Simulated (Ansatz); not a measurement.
# CHAlClN: one molecule under many settings

How do the results and run time of CHAlClN respond when the settings are drawn wide?

Method: the settings change from run to run; program: Ansatz 0.2.0, Gaussian basis.

## Step 1: The molecule

The geometry comes from an earlier relaxation with PBE0-D4 in a triple-zeta def2 set; it is a stationary point.

SMILES `N#[C][AlH][Cl]`, 5 atoms, charge 0, spin multiplicity 1.

Atoms are counted from 1 here; the program's logs count them from 0.

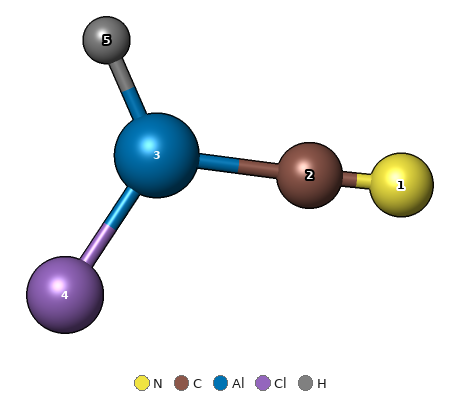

The structure; nitrogen yellow, carbon brown, aluminium blue, chlorine purple, hydrogen grey; atoms are numbered from 1 in the order of the file.

## Step 2: PBE0/def2-TZVP

Set apart from the defaults: multiplicity 3, restricted open-shell orbitals, density fitting with cc-pVTZ-jkfit, a grid of angular degree 11, D3(BJ) dispersion.

The input, in.yaml:

```yaml
crystal:
  periodic: [false, false, false]
  atoms:
    - {symbol: N, position_ang: [1.458314, -1.459341, 1.294764]}
    - {symbol: C, position_ang: [0.790187, -0.748623, 0.678947]}
    - {symbol: Al, position_ang: [-0.291530, 0.474322, -0.342548]}
    - {symbol: Cl, position_ang: [-2.069164, -0.290215, -1.092813]}
    - {symbol: H, position_ang: [0.162092, 1.950257, -0.579748]}
basis:
  gaussian: {orbitals: def2-TZVP, fitting: {mean_field: cc-pVTZ-jkfit}, final_grid: {core_spheres: 5, valence_spheres: 4, degree: 11}}
magnetization: {spin_polarized: false, initial_magnetization: 2}
hamiltonian: {xc: {name: PBE0}, dispersion: d3bj}
output: {forces: true}
```

On the command line:

```sh
ansatz run in.yaml --threads 2 --pin off --events-out ev --progress --plain --max-ram 22528MiB --backend cpu
```

The program printed, cut to the lines that bear on the results:

```text
Functional definition: PBE0
  name "PBE0"
  cite "Adamo & Barone, J. Chem. Phys. 110, 6158 (1999) doi:10.1063/1.478522"
  cite "Perdew, Burke & Ernzerhof, Phys. Rev. Lett. 77, 3865 (1996) doi:10.1103/PhysRevLett.77.3865"
  parent pbe
[...]
430 factors; integrals over basis functions are off by at most 5.1e-1 eV
[...]
mean field -21650.01779328 eV, -795.6234789938 hartree, gradient 1.4e-6 eV, S^2 2.000000; 15 other end points of the search recorded, 0 dependent functions left out
[...]
reference -21650.01783803 eV, -795.6234806383 hartree; 23, 21 occupied and 119, 121 virtual orbitals, 430 factors
Total energy: -21650.11073577 eV, -795.6268945672 hartree
Atom 0 at     1.458314    -1.459341     1.294764 Å, force     6.723227    -7.213954     6.217701 eV/Å
Atom 1 at     0.790187    -0.748623     0.678947 Å, force    -6.863216     7.394458    -6.357299 eV/Å
Atom 2 at    -0.291530     0.474322    -0.342548 Å, force     0.280592     0.029289     0.148782 eV/Å
Atom 3 at    -2.069164    -0.290215    -1.092813 Å, force    -0.239714    -0.198176    -0.069278 eV/Å
Atom 4 at     0.162092     1.950257    -0.579748 Å, force     0.099111    -0.011617     0.060093 eV/Å
Dipole moment:     0.133249     0.106868     0.039733 e Å
```

Run time: 15 s. Hardware: 2 threads of AMD EPYC 7R13, shared host.

Largest force 11.925 eV/Å, dipole 0.84 D.

## Step 3: B3LYP/def2-SVPD

Options: D4 dispersion.

The input, in.yaml:

```yaml
crystal:
  periodic: [false, false, false]
  atoms:
    - {symbol: N, position_ang: [1.458314, -1.459341, 1.294764]}
    - {symbol: C, position_ang: [0.790187, -0.748623, 0.678947]}
    - {symbol: Al, position_ang: [-0.291530, 0.474322, -0.342548]}
    - {symbol: Cl, position_ang: [-2.069164, -0.290215, -1.092813]}
    - {symbol: H, position_ang: [0.162092, 1.950257, -0.579748]}
basis:
  gaussian: {orbitals: def2-SVPD}
hamiltonian: {xc: {name: B3LYP}, dispersion: d4}
```

Same command.

The program printed, cut to the lines that bear on the results:

```text
Functional definition: B3LYP
  name "B3LYP"
  cite "Stephens, Devlin, Chabalowski & Frisch, J. Phys. Chem. 98, 11623 (1994) doi:10.1021/j100096a001"
  cite "Becke, Phys. Rev. A 38, 3098 (1988) doi:10.1103/PhysRevA.38.3098"
  cite "Lee, Yang & Parr, Phys. Rev. B 37, 785 (1988) doi:10.1103/PhysRevB.37.785"
  cite "Vosko, Wilk & Nusair, Can. J. Phys. 58, 1200 (1980) doi:10.1139/p80-159"
[...]
922 factors; their error is unknown
[...]
mean field -21657.61806284 eV, -795.9027837485 hartree, gradient 3.4e-5 eV, S^2 0.000000; 0 other end points of the search recorded, 0 dependent functions left out
reference -21657.61831557 eV, -795.9027930363 hartree; 22, 22 occupied and 77, 77 virtual orbitals, 922 factors
Total energy: -21657.78579870 eV, -795.9089479278 hartree
```

Run time: 1.1 s. Hardware: 2 threads of AMD EPYC 7R13, shared host.

## Step 4: wPBEh/6-31G*

Set apart from the defaults: atoms shaken by 0.15 Å, a point charge of 1.00 e beside it.

The input, in.yaml:

```yaml
crystal:
  periodic: [false, false, false]
  atoms:
    - {symbol: N, position_ang: [1.381484, -1.439669, 1.513552]}
    - {symbol: C, position_ang: [0.615495, -0.642407, 0.485716]}
    - {symbol: Al, position_ang: [-0.521811, 0.340122, -0.466052]}
    - {symbol: Cl, position_ang: [-1.972893, -0.419089, -1.018287]}
    - {symbol: H, position_ang: [0.164496, 1.720736, -0.516505]}
basis:
  gaussian: {orbitals: "6-31G*", point_charges: [{charge: 1.00, position_ang: [4.394, -0.585, -0.056]}]}
hamiltonian: {xc: {name: wPBEh}}
output: {forces: true}
```

Same command.

The program printed, cut to the lines that bear on the results:

```text
Functional definition: wPBEh
  name "wPBEh"
  cite "Heyd, Scuseria & Ernzerhof, J. Chem. Phys. 118, 8207 (2003) doi:10.1063/1.1564060"
  cite "Krukau, Vydrov, Izmaylov & Scuseria, J. Chem. Phys. 125, 224106 (2006) doi:10.1063/1.2404663"
  cite "Heyd & Scuseria, J. Chem. Phys. 120, 7274 (2004) doi:10.1063/1.1668634"
  cite "Ernzerhof & Perdew, J. Chem. Phys. 109, 3313 (1998) doi:10.1063/1.476928"
  cite "Perdew, Burke & Ernzerhof, Phys. Rev. Lett. 77, 3865 (1996) doi:10.1103/PhysRevLett.77.3865"
  parent pbe
[...]
642 factors; integrals over basis functions are off by at most 6.1e-4 eV
73 factors; integrals over basis functions are off by at most 3.4e-7 eV
[...]
mean field -21648.44483416 eV, -795.5656738124 hartree, gradient 6.1e-5 eV, S^2 0.000000; 0 other end points of the search recorded, 0 dependent functions left out
[...]
reference -21648.44487222 eV, -795.5656752111 hartree; 22, 22 occupied and 48, 48 virtual orbitals, 642 factors
Total energy: -21648.44487222 eV, -795.5656752111 hartree
Atom 0 at     1.381484    -1.439669     1.513552 Å, force    -7.230506     8.004559   -10.362690 eV/Å
Atom 1 at     0.615495    -0.642407     0.485716 Å, force    10.121687   -10.451851    12.421625 eV/Å
Atom 2 at    -0.521811     0.340122    -0.466052 Å, force     9.052792     7.722322     2.674859 eV/Å
Atom 3 at    -1.972893    -0.419089    -1.018287 Å, force   -11.718415    -5.891835    -4.578956 eV/Å
Atom 4 at     0.164496     1.720736    -0.516505 Å, force    -0.019666     0.696466    -0.335884 eV/Å
Dipole moment:    -0.772006     0.335879    -0.511906 e Å
```

It took 1.1 s on 2 threads of AMD EPYC 7R13, shared host.

Largest force 19.131 eV/Å, dipole 4.73 D.

## Step 5: PBE0-DH/6-31G*

Set apart from the defaults: the search for lower states set to off.

The input, in.yaml:

```yaml
crystal:
  periodic: [false, false, false]
  atoms:
    - {symbol: N, position_ang: [1.458314, -1.459341, 1.294764]}
    - {symbol: C, position_ang: [0.790187, -0.748623, 0.678947]}
    - {symbol: Al, position_ang: [-0.291530, 0.474322, -0.342548]}
    - {symbol: Cl, position_ang: [-2.069164, -0.290215, -1.092813]}
    - {symbol: H, position_ang: [0.162092, 1.950257, -0.579748]}
basis:
  gaussian: {orbitals: "6-31G*"}
hamiltonian: {xc: {name: PBE0-DH}}
scf: {lower_state_search: off}
```

The command is unchanged.

The program printed, cut to the lines that bear on the results:

```text
Functional definition: PBE0-DH
  name "PBE0-DH"
  cite "Brémond & Adamo, J. Chem. Phys. 135, 024106 (2011) doi:10.1063/1.3604569"
  cite "Perdew, Burke & Ernzerhof, Phys. Rev. Lett. 77, 3865 (1996) doi:10.1103/PhysRevLett.77.3865"
[...]
643 factors; integrals over basis functions are off by at most 5.2e-4 eV
[...]
mean field -21649.49806248 eV, -795.6043792394 hartree, gradient 9.7e-6 eV, S^2 0.000000; 0 other end points of the search recorded, 0 dependent functions left out
12 core orbitals not correlated: weight in the atoms' cores, before any rotation towards them, 1.000 or more for the frozen orbitals, at most 0.000 for the correlated occupied ones
reference -21649.49808111 eV, -795.6043799238 hartree; 10, 10 occupied and 48, 48 virtual orbitals, 643 factors
second order -15.67288894 eV of doubles, -0.00000000 eV of singles
Total energy: -21651.45719222 eV, -795.6763759294 hartree
Checks for a lower state left out: stability, starts, cluster_reference, orbital_swaps, neighbouring_geometries, increment
```

Wall time 0.56 s (2 threads of AMD EPYC 7R13, shared host).

## Step 6: r2SCAN0/cc-pVTZ

Options: charge -1, multiplicity 2, a point charge of 1.00 e beside it, D4 dispersion.

Changes to in.yaml since step 5:

```diff
@@ -9,4 +9,6 @@
 basis:
-  gaussian: {orbitals: "6-31G*"}
-hamiltonian: {xc: {name: PBE0-DH}}
-scf: {lower_state_search: off}
+  gaussian: {orbitals: cc-pVTZ, point_charges: [{charge: 1.00, position_ang: [6.309, -0.290, -0.864]}]}
+total_charge: -1
+magnetization: {spin_polarized: true, initial_magnetization: 1}
+hamiltonian: {xc: {name: r2SCAN0}, dispersion: d4}
+output: {forces: true}
```

The command is unchanged.

The program printed, cut to the lines that bear on the results:

```text
Functional definition: r2SCAN0
  name "r2SCAN0"
  cite "Bursch, Neugebauer, Ehlert & Grimme, J. Chem. Phys. 156, 134105 (2022) doi:10.1063/5.0086040"
  cite "Furness, Kaplan, Ning, Perdew & Sun, J. Phys. Chem. Lett. 11, 8208 (2020) doi:10.1021/acs.jpclett.0c02405"
  cite "Furness, Kaplan, Ning, Perdew & Sun, J. Phys. Chem. Lett. 11, 9248 (2020) doi:10.1021/acs.jpclett.0c03077"
  parent r2scan
[...]
995 factors; their error is unknown
[...]
mean field -21665.52188448 eV, -796.1932438366 hartree, gradient 1.5e-5 eV, S^2 0.762458; 0 other end points of the search recorded, 0 dependent functions left out
[...]
reference -21665.52189593 eV, -796.1932442574 hartree; 23, 22 occupied and 119, 120 virtual orbitals, 995 factors
Total energy: -21665.55663826 eV, -796.1945210142 hartree
Atom 0 at     1.458314    -1.459341     1.294764 Å, force     0.761331    -0.590602     0.453430 eV/Å
Atom 1 at     0.790187    -0.748623     0.678947 Å, force    -0.440039     0.554422    -0.345930 eV/Å
Atom 2 at    -0.291530     0.474322    -0.342548 Å, force     1.128010     0.225140     0.234668 eV/Å
Atom 3 at    -2.069164    -0.290215    -1.092813 Å, force    -1.122972    -0.426476    -0.457482 eV/Å
Atom 4 at     0.162092     1.950257    -0.579748 Å, force     0.037991     0.265669     0.028156 eV/Å
Dipole moment:    -0.887701     0.116444    -0.327137 e Å
```

Wall time 6 s (2 threads of AMD EPYC 7R13, shared host); peak memory 0.47 GiB.

Largest force 1.285 eV/Å, ⟨S²⟩ 0.762.

## Step 7: wB97M-V/def2-TZVP

Changes to in.yaml since step 6:

```diff
@@ -9,6 +9,3 @@
 basis:
-  gaussian: {orbitals: cc-pVTZ, point_charges: [{charge: 1.00, position_ang: [6.309, -0.290, -0.864]}]}
-total_charge: -1
-magnetization: {spin_polarized: true, initial_magnetization: 1}
-hamiltonian: {xc: {name: r2SCAN0}, dispersion: d4}
-output: {forces: true}
+  gaussian: {orbitals: def2-TZVP}
+hamiltonian: {xc: {name: wB97M-V}}
```

Same command.

The program printed, cut to the lines that bear on the results:

```text
Functional definition: wB97M-V
  name "wB97M-V"
  cite "Mardirossian & Head-Gordon, J. Chem. Phys. 144, 214110 (2016) doi:10.1063/1.4952647"
  cite "Becke, J. Chem. Phys. 107, 8554 (1997) doi:10.1063/1.475007"
  cite "Vydrov & Van Voorhis, J. Chem. Phys. 133, 244103 (2010) doi:10.1063/1.3521275"
  # Of w^i u^j: cxij and so on, Table III.
[...]
  gx(w, u) = 1 - cx + cx01*u + cx10*w
  gss(w, u) = css00 + css04*u^4 + css10*w + css20*w^2 + css43*w^4*u^3
  gos(w, u) = cos00 + cos10*w + (cos20 + cos21*u)*w^2 + (cos60 + cos61*u)*w^6
[...]
      + integral(e_c_pw_mod_opposite_spin*gos(b97_w_opposite, b97_u_opposite)) + vv10(b, c)
901 factors; their error is unknown
194 factors; integrals over basis functions are off by at most 2.4e-5 eV
[...]
mean field -21664.23253161 eV, -796.1458609923 hartree, gradient 4.1e-5 eV, S^2 0.000000; 0 other end points of the search recorded, 0 dependent functions left out
reference -21664.23257615 eV, -796.1458626294 hartree; 22, 22 occupied and 120, 120 virtual orbitals, 901 factors
Total energy: -21664.23257615 eV, -796.1458626294 hartree
```

It took 3.5 s on 2 threads of AMD EPYC 7R13, shared host.

## Step 8: r2SCAN0/6-31++G**

This run has high accuracy.

Changes to in.yaml since step 7:

```diff
@@ -9,3 +9,4 @@
 basis:
-  gaussian: {orbitals: def2-TZVP}
-hamiltonian: {xc: {name: wB97M-V}}
+  gaussian: {orbitals: "6-31++G**"}
+hamiltonian: {xc: {name: r2SCAN0}}
+accuracy: high
```

Launched as before.

The program printed, cut to the lines that bear on the results:

```text
Functional definition: r2SCAN0
  name "r2SCAN0"
  cite "Bursch, Neugebauer, Ehlert & Grimme, J. Chem. Phys. 156, 134105 (2022) doi:10.1063/5.0086040"
  cite "Furness, Kaplan, Ning, Perdew & Sun, J. Phys. Chem. Lett. 11, 8208 (2020) doi:10.1021/acs.jpclett.0c02405"
  cite "Furness, Kaplan, Ning, Perdew & Sun, J. Phys. Chem. Lett. 11, 9248 (2020) doi:10.1021/acs.jpclett.0c03077"
  parent r2scan
[...]
1698 factors; integrals over basis functions are off by at most 3.2e-9 eV
[...]
mean field -21659.87988034 eV, -795.9859040085 hartree, gradient 2.9e-8 eV, S^2 0.000000; 0 other end points of the search recorded, 0 dependent functions left out
reference -21659.87988149 eV, -795.9859040509 hartree; 22, 22 occupied and 68, 68 virtual orbitals, 1698 factors
Total energy: -21659.87988149 eV, -795.9859040509 hartree
```

Run time: 5.5 s. Hardware: 2 threads of AMD EPYC 7R13, shared host.

## Step 9: BLYP/6-31++G**

Changes to in.yaml since step 8:

```diff
@@ -10,3 +10,3 @@
   gaussian: {orbitals: "6-31++G**"}
-hamiltonian: {xc: {name: r2SCAN0}}
-accuracy: high
+hamiltonian: {xc: {name: BLYP}}
+output: {forces: true}
```

The command is unchanged.

The program printed, cut to the lines that bear on the results:

```text
Functional definition: BLYP
  name "BLYP"
  cite "Becke, Phys. Rev. A 38, 3098 (1988) doi:10.1103/PhysRevA.38.3098"
  cite "Lee, Yang & Parr, Phys. Rev. B 37, 785 (1988) doi:10.1103/PhysRevB.37.785"
[...]
911 factors; their error is unknown
[...]
mean field -21662.90276452 eV, -796.0969929532 hartree, gradient 5.3e-5 eV, S^2 0.000000; 0 other end points of the search recorded, 0 dependent functions left out
[...]
reference -21662.90312657 eV, -796.0970062584 hartree; 22, 22 occupied and 68, 68 virtual orbitals, 911 factors
Total energy: -21662.90312657 eV, -796.0970062584 hartree
Atom 0 at     1.458314    -1.459341     1.294764 Å, force     1.694360    -1.801074     1.561395 eV/Å
Atom 1 at     0.790187    -0.748623     0.678947 Å, force    -1.523508     1.621590    -1.404702 eV/Å
Atom 2 at    -0.291530     0.474322    -0.342548 Å, force     0.353717     0.276853     0.107618 eV/Å
Atom 3 at    -2.069164    -0.290215    -1.092813 Å, force    -0.547570    -0.215617    -0.237758 eV/Å
Atom 4 at     0.162092     1.950257    -0.579748 Å, force     0.023001     0.118248    -0.026552 eV/Å
Dipole moment:    -0.182731     0.495851    -0.269306 e Å
```

Run time: 1 s. Hardware: 2 threads of AMD EPYC 7R13, shared host.

Largest force 2.924 eV/Å, dipole 2.85 D.

## Step 10: wPBEh/aug-pcseg-2

This run has multiplicity 3, atoms shaken by 0.03 Å, density fitting with cc-pVTZ-jkfit.

The input, in.yaml:

```yaml
crystal:
  periodic: [false, false, false]
  atoms:
    - {symbol: N, position_ang: [1.435505, -1.452331, 1.350418]}
    - {symbol: C, position_ang: [0.801274, -0.787276, 0.633191]}
    - {symbol: Al, position_ang: [-0.226875, 0.483572, -0.344121]}
    - {symbol: Cl, position_ang: [-2.041619, -0.309078, -1.130224]}
    - {symbol: H, position_ang: [0.113528, 1.965980, -0.552949]}
basis:
  gaussian: {orbitals: aug-pcseg-2, fitting: {mean_field: cc-pVTZ-jkfit}}
magnetization: {spin_polarized: true, initial_magnetization: 2}
hamiltonian: {xc: {name: wPBEh}}
```

Launched as before.

The program printed, cut to the lines that bear on the results:

```text
Functional definition: wPBEh
  name "wPBEh"
  cite "Heyd, Scuseria & Ernzerhof, J. Chem. Phys. 118, 8207 (2003) doi:10.1063/1.1564060"
  cite "Krukau, Vydrov, Izmaylov & Scuseria, J. Chem. Phys. 125, 224106 (2006) doi:10.1063/1.2404663"
  cite "Heyd & Scuseria, J. Chem. Phys. 120, 7274 (2004) doi:10.1063/1.1668634"
  cite "Ernzerhof & Perdew, J. Chem. Phys. 109, 3313 (1998) doi:10.1063/1.476928"
  cite "Perdew, Burke & Ernzerhof, Phys. Rev. Lett. 77, 3865 (1996) doi:10.1103/PhysRevLett.77.3865"
  parent pbe
[...]
430 factors; integrals over basis functions are off by at most 9.4e-1 eV
430 factors; integrals over basis functions are off by at most 1.5e-4 eV
[...]
mean field -21651.72461401 eV, -795.6862034986 hartree, gradient 4.4e-6 eV, S^2 2.006352; 9 other end points of the search recorded, 0 dependent functions left out
reference -21651.72468513 eV, -795.6862061126 hartree; 23, 21 occupied and 192, 194 virtual orbitals, 430 factors
Total energy: -21651.72468513 eV, -795.6862061126 hartree
```

It took 28 s on 2 threads of AMD EPYC 7R13, shared host; peak memory 0.85 GiB.

⟨S²⟩ 2.006.

## Step 11: The runs in one table

| level | charge | multiplicity | geometry | functions | energy (eV) | time |
| --- | --- | --- | --- | --- | --- | --- |
| PBE0/def2-TZVP | 0 | 3 | relaxed | 142 | -21650.111 | 15 s |
| B3LYP/def2-SVPD | 0 | 1 | relaxed | 99 | -21657.786 | 1.1 s |
| wPBEh/6-31G* | 0 | 1 | shaken, point charge | 70 | -21648.445 | 1.1 s |
| PBE0-DH/6-31G* | 0 | 1 | relaxed | 70 | -21651.457 | 0.56 s |
| r2SCAN0/cc-pVTZ | -1 | 2 | relaxed, point charge | 142 | -21665.557 | 6 s |
| wB97M-V/def2-TZVP | 0 | 1 | relaxed | 142 | -21664.233 | 3.5 s |
| r2SCAN0/6-31++G** | 0 | 1 | relaxed | 90 | -21659.880 | 5.5 s |
| BLYP/6-31++G** | 0 | 1 | relaxed | 90 | -21662.903 | 1 s |
| wPBEh/aug-pcseg-2 | 0 | 3 | shaken | 215 | -21651.725 | 28 s |

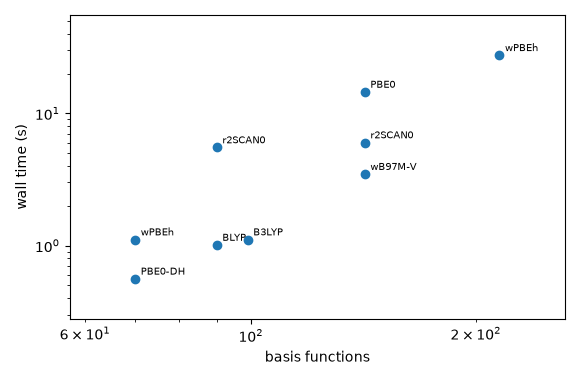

Wall time against the number of basis functions (shared host).

## Step 12: Outcome

| quantity | value |
| --- | --- |
| runs | 9 |
| quickest | PBE0-DH/6-31G*, 0.56 s |
| slowest | wPBEh/aug-pcseg-2, 28 s |
| spread of total energies, same state and geometry | 12.8 eV |

In words: wPBEh/aug-pcseg-2 took 49 times as long as PBE0-DH/6-31G*. The jobs differ in tasks and options as well as level. Total energies at one charge and spin differ by 13 eV between levels, so only differences within one level mean anything. At the PBE0-D4/def2-TZVP geometry and in the same state, runs without warnings or point charges leave forces up to 2.92 eV/Å (BLYP/6-31++G**).
